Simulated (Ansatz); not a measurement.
# InPd, response to strain

The parent structure is InPd in the CsCl type structure (space group Pm-3m, No. 221; a = 3.3063 Å; relaxed with 0.1 eV smearing).

Strains are applied to the cell and any free atomic positions relax.

The values are results of DFT with PBE, PAW potentials and a 420 eV plane-wave cutoff in Ansatz (a quantum-chemistry and plane-wave program), no spin-orbit coupling, not measurements.

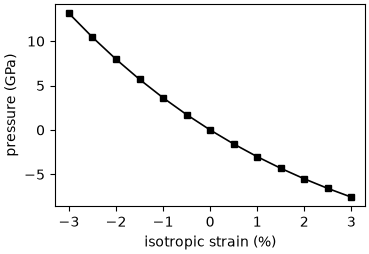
Pressure against isotropic strain

```json
[
 {"isotropic strain (%)": "-3", "pressure": "13.1 GPa"},
 {"isotropic strain (%)": "-2.5", "pressure": "10.4 GPa"},
 {"isotropic strain (%)": "-2", "pressure": "8.0 GPa"},
 {"isotropic strain (%)": "-1.5", "pressure": "5.7 GPa"},
 {"isotropic strain (%)": "-1", "pressure": "3.6 GPa"},
 {"isotropic strain (%)": "-0.5", "pressure": "1.7 GPa"},
 {"isotropic strain (%)": "0.5", "pressure": "-1.6 GPa"},
 {"isotropic strain (%)": "1", "pressure": "-3.0 GPa"},
 {"isotropic strain (%)": "1.5", "pressure": "-4.3 GPa"},
 {"isotropic strain (%)": "2", "pressure": "-5.5 GPa"},
 {"isotropic strain (%)": "2.5", "pressure": "-6.6 GPa"},
 {"isotropic strain (%)": "3", "pressure": "-7.6 GPa"}
]
```

Whether these cells are dynamically stable was not tested. The final runs are not spin-polarised.
